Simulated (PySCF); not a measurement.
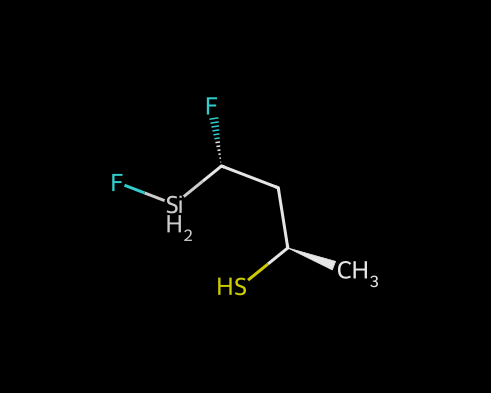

Computed geometry: GFN2-xTB optimisation. No frequency run is at hand to confirm it as a minimum. Method: PBE0/pcSseg-1, gas phase (PySCF 2.14.0).

Computed properties:

The species is C4H10F2SSi (`C[C@@H](S)C[C@@H](F)[SiH2]F`).
- dipole moment: 1.80 D
- HOMO energy (Kohn–Sham orbital): −6.99 eV
- LUMO energy (Kohn–Sham orbital): −0.12 eV
- HOMO–LUMO gap: 6.87 eV

The geometry is semi-empirical. Around Si such bond lengths and angles can be off by a tenth of an ångström or more and by several degrees, and values that hang on the shape move with them.
